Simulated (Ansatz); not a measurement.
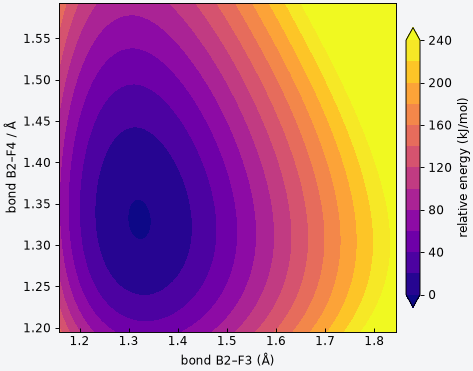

Energy landscape of BF₂HO, SMILES OB(F)F. Two internal coordinates are moved rigidly from the geometry relaxed at PBE0-D4/def2-TZVP, all others fixed. First axis: bond B2–F3. Second axis: bond B2–F4. The scan uses a 7 × 7 grid. Points are written as (first, second). Energies are in kJ/mol, from the lowest grid point. These are results of Ansatz, RHF-CCSD(T), frozen core/def2-TZVPP, not measurements.

The picture shows filled contours, one colour for all values above the top of the scale. Between grid points the surface is interpolated. 

**What does the map say about the system?**

The lowest grid point is at (1.323 Å, 1.356 Å). It is the only kind of minimum in the scanned range. The highest grid point, (1.844 Å, 1.593 Å), lies 361 kJ/mol above the lowest. Round the minimum the two coordinates are weakly coupled (coupling 0.09 in units of the two stiffnesses).

Grid values (kJ/mol):

| bond B2–F4 ↓, bond B2–F3 → | 1.159 | 1.226 | 1.323 | 1.437 | 1.563 | 1.699 | 1.844 |
| --- | --- | --- | --- | --- | --- | --- | --- |
| 1.593 | 154 | 104 | 88 | 120 | 186 | 271 | 361 |
| 1.509 | 117 | 64 | 47 | 77 | 141 | 224 | 313 |
| 1.430 | 91 | 36 | 16 | 44 | 106 | 187 | 276 |
| 1.356 | 80 | 23 | 0 | 25 | 85 | 165 | 252 |
| 1.290 | 88 | 28 | 2 | 25 | 83 | 160 | 246 |
| 1.234 | 113 | 52 | 23 | 43 | 98 | 174 | 258 |
| 1.195 | 145 | 81 | 50 | 68 | 122 | 197 | 280 |
